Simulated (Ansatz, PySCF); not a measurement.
CH4O (SMILES CO) and C2H6O (SMILES COC) are pulled apart as rigid monomers along the line of their centres of mass, from the B3LYP-D3(BJ)/def2-TZVP minimum. Starting geometry (charge 0, multiplicity 1):
```csv
atom,x (Å),y (Å),z (Å)
C,0.1363,-0.0718,-0.2436
O,0.3762,0.9196,0.7360
H,0.7891,-0.9452,-0.1216
H,0.3425,0.3716,-1.2182
H,-0.9047,-0.4182,-0.2399
H,0.2018,0.5354,1.6109
C,-1.0800,0.5262,4.0275
O,-0.0504,-0.1458,3.3240
C,1.1786,-0.1643,4.0286
H,-0.8081,1.5695,4.2246
H,-1.2912,0.0274,4.9801
H,-1.9699,0.4998,3.4018
H,1.5355,0.8527,4.2269
H,1.9025,-0.6818,3.4023
H,1.0743,-0.6974,4.9803
```

Interaction energies with rigid monomers; basis-set methods are counterpoise corrected unless marked otherwise.

Frozen-core correlation. Rows in 6-31G* carry no dispersion term and start afresh at each structure (6-31G* with six Cartesian d functions). MP2/6-31G* freezes PySCF's default core.

Run with Ansatz (Gaussian orbitals); PySCF for 6-31G* rows, the dispersion terms. Each number belongs to the level named beside it.

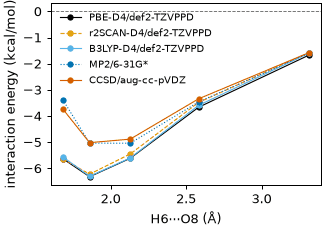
Interaction energy against separation

Task: Which level binds most strongly at H6···O8 = 1.86, and by how much?

Result: PBE-D4/def2-TZVPPD, -6.3 kcal/mol.

Ansatz is an electronic-structure program.
